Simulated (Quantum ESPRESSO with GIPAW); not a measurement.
# Assigning the 19F lines of Li2BF5

The values are calculated: DFT, PBEsol, plane-wave PAW (pslibrary 1.0.0 recipes), scalar-relativistic, GIPAW shieldings (Quantum ESPRESSO with GIPAW, a patched development version). Shieldings are without the macroscopic shape term, which is common to all sites.

```cif
data_structure
_symmetry_space_group_name_H-M 'P 1'
_symmetry_Int_Tables_number 1
_cell_length_a 7.1024
_cell_length_b 7.1024
_cell_length_c 7.1024
_cell_angle_alpha 136.584
_cell_angle_beta 136.584
_cell_angle_gamma 63.079
_cell_volume 167.10
loop_
_atom_site_label
_atom_site_type_symbol
_atom_site_fract_x
_atom_site_fract_y
_atom_site_fract_z
_atom_site_occupancy
F1 F 0.68373 0.96299 0.27926 1
F2 F 0.71299 0.93373 0.77926 1
F3 F 0.15447 0.93373 0.22074 1
F4 F 0.68373 0.40447 0.72074 1
F5 F 0.06627 0.28701 0.22074 1
F6 F 0.03701 0.31627 0.72074 1
F7 F 0.59553 0.31627 0.27926 1
F8 F 0.06627 0.84553 0.77926 1
F9 F 0.50000 0.50000 0.00000 1
F10 F 0.25000 0.75000 0.50000 1
B11 B 0.75000 0.25000 0.50000 1
B12 B 0.00000 0.00000 0.00000 1
Li13 Li 0.37500 0.62500 0.25000 1
Li14 Li 0.37500 0.62500 0.75000 1
Li15 Li 0.87500 0.62500 0.25000 1
Li16 Li 0.37500 0.12500 0.75000 1
```

The cell is a computed entry of the Materials Project; it need not be the form that is stable at ambient conditions. The coordinates shown are those after relaxation (atoms relaxed).

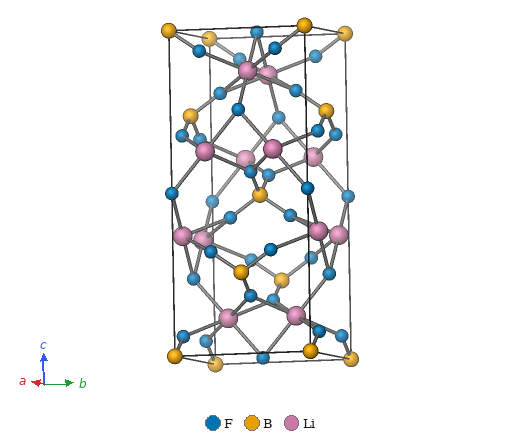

The structure (fluorine blue, boron orange, lithium pink). Some periodic images of atoms are drawn too.

The F sites:

| site | atom no. | atoms in cell | site symmetry | surroundings | bonds (Å) |
| --- | --- | --- | --- | --- | --- |
| F(1) | 1 | 8 | m | bound to BLi2 | 1.41 to 2.09 |
| F(2) | 9 | 2 | -4m2 | bound to Li4 | 2.004 |

The lines, in order of position:

| line | σ_iso (ppm) | relative area | span (ppm) | skew |
| --- | --- | --- | --- | --- |
| A | 362.5 | 1 | 31.7 | 1.00 |
| B | 309.9 | 4 | 70.0 | 1.00 |

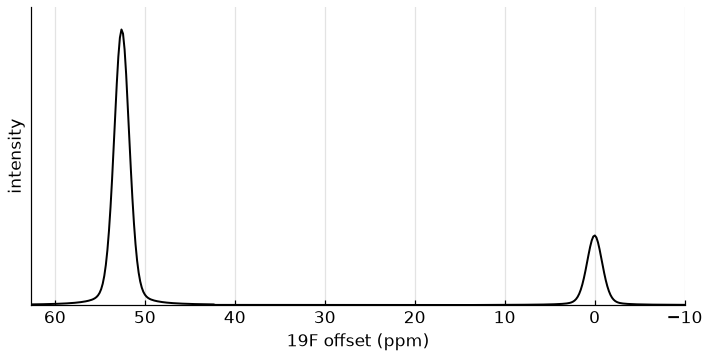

Simulated spectrum: 19F MAS at 62.5 kHz, 9.4 T (376.7 MHz), lines broadened by 2 ppm; the axis counts ppm from the isotropic position of the most shielded site, as −Δσ; rigid lattice, with dipolar and J couplings left out. Lines over 1.5 % of the strongest (ppm: area): 52.6: 1.00, 0.0: 0.25.

**Question.** Which site gives which line?

A: A is F(2) (bound to Li4); B is F(1) (bound to BLi2). The areas settle A and B, whose multiplicities are unique. F(2) lies on an axis of order three or more, which demands an axial or isotropic tensor.

[Banner, clock, file and message-heading lines were taken out of the pw.x and gipaw.x logs.]

[Logs are printed without paths, hosts, clocks, repeated set-up lines and the standing remarks that a program may print on its own settings, such as how far it seeks lower states.]

[Hosts, paths, dates, database ids (printed as entryN), source tags and the programs' standing remarks are cut or masked in the printed files.]
